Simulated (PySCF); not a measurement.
Single-point calculation of GaCl$_{4}$ (charge −1)

The run: single-point calculation of GaCl$_{4}$, charge −1. Method and program: RKS-based B3LYP, Ga def2-SVPD, Cl def2-SVPD; non-relativistic Hamiltonian; density fitting (PySCF 2.14.0).

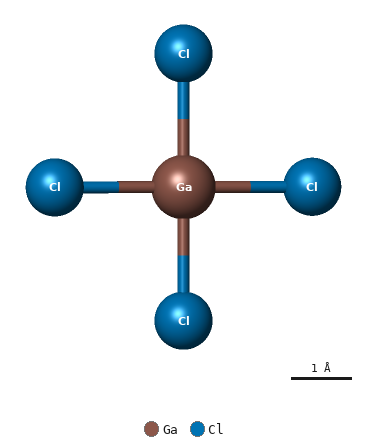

The structure (ball-and-stick view, seen at a tilt). Sticks mark near contacts. Bond lengths as drawn: Cl–Ga 2.23 Å.

### The input
```python
from pyscf import gto, scf, dft
mol = gto.M(atom='''
Ga     0.000000     0.000000     0.000000
Cl     2.230000     0.000000     0.000000
Cl     0.000000     2.230000     0.000000
Cl    -2.230000     0.000000     0.000000
Cl    -0.000000    -2.230000     0.000000''',
    basis={'Ga': 'def2-SVPD', 'Cl': 'def2-SVPD'},
    charge=-1, spin=0)
mf = dft.RKS(mol, xc='B3LYP')
mf.grids.atom_grid = (50, 194)
aux = {'Ga': 'def2-universal-JKFIT', 'Cl': 'def2-universal-JKFIT'}
mf = mf.density_fit(auxbasis=aux)
mf.conv_tol = 1e-08
mf.diis_space = 10
mf.max_cycle = 60
mf.init_guess = 'minao'
mf.verbose = 4
mf.kernel()
```

The script is an equivalent of the set-up of the self-consistent field. The run itself was carried out by a driver, which started from the orbitals of the step before it where there was one and computed the further properties.

Machine: 2 threads of AMD EPYC (Zen 5), 16 GiB of memory available, shared host.

Command:
```bash
OMP_NUM_THREADS=2 python axn.py task.json out
```

### The program's output
```
init E= -3764.80085080308
  HOMO = -0.33737616573193  LUMO = -0.114832786059848  gap/eV = 6.05571
cycle= 1 E= -3765.12266552528  delta_E= -0.322  |g|= 0.767  |ddm|= 3.02
  HOMO = -0.0644058896937372  LUMO = 0.0598886705530086  gap/eV = 3.38223
cycle= 2 E= -3765.01049148953  delta_E= 0.112  |g|= 1.12  |ddm|= 2.46
  HOMO = -0.107585850653245  LUMO = 0.0783221436940433  gap/eV = 5.05881
cycle= 3 E= -3765.24192727247  delta_E= -0.231  |g|= 0.0947  |ddm|=  1.5
  HOMO = -0.121448924319488  LUMO = 0.0651271866207628  gap/eV = 5.07699
cycle= 4 E= -3765.24452629262  delta_E= -0.0026  |g|= 0.0205  |ddm|= 0.153
  HOMO = -0.121349065392126  LUMO = 0.0666262210054729  gap/eV = 5.11507
cycle= 5 E= -3765.24464513786  delta_E= -0.000119  |g|= 0.00255  |ddm|= 0.0327
  HOMO = -0.121196430365583  LUMO = 0.0666266583880954  gap/eV = 5.11093
cycle= 6 E= -3765.24464642918  delta_E= -1.29e-06  |g|= 0.000685  |ddm|= 0.00356
  HOMO = -0.121241319230994  LUMO = 0.0666475358343059  gap/eV = 5.11272
cycle= 7 E= -3765.24464654752  delta_E= -1.18e-07  |g|= 6.09e-05  |ddm|= 0.00123
  HOMO = -0.121248914682936  LUMO = 0.0666356779252792  gap/eV = 5.11260
cycle= 8 E= -3765.24464654882  delta_E= -1.3e-09  |g|= 3.42e-06  |ddm|= 0.000159
  HOMO = -0.121248461225099  LUMO = 0.0666362983877029  gap/eV = 5.11260
```

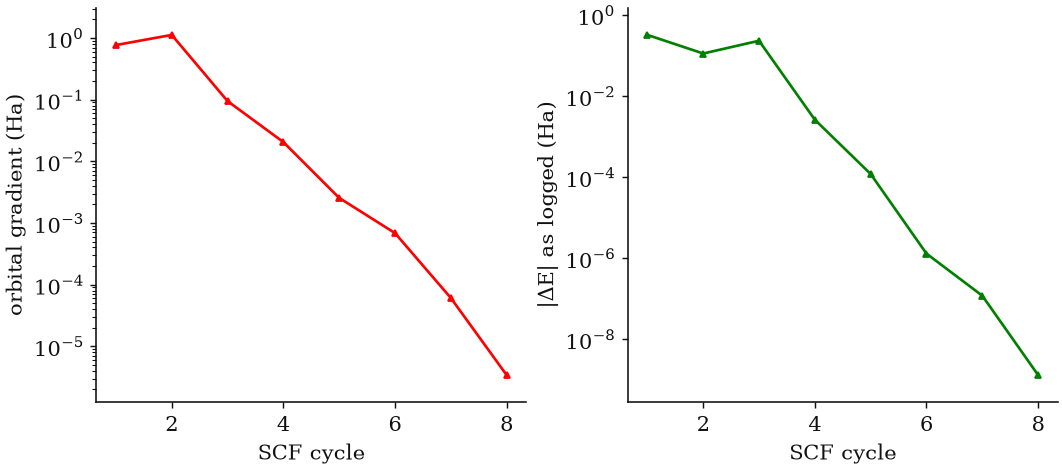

Convergence of the self-consistent field: orbital gradient and size of the energy change against the SCF cycle. The residual falls almost steadily, with no more than small rises.

```
Extra cycle  E= -3765.24464654883  delta_E= -1.09e-11  |g|= 3.05e-06  |ddm|= 1.24e-05
converged SCF energy = -3765.24464654883
```

### Key numbers

- outcome: converged
- SCF energy: −3765.244647 hartree
- wall time: 8 s (CPU time 17 s)
- peak memory: 0.49 GiB
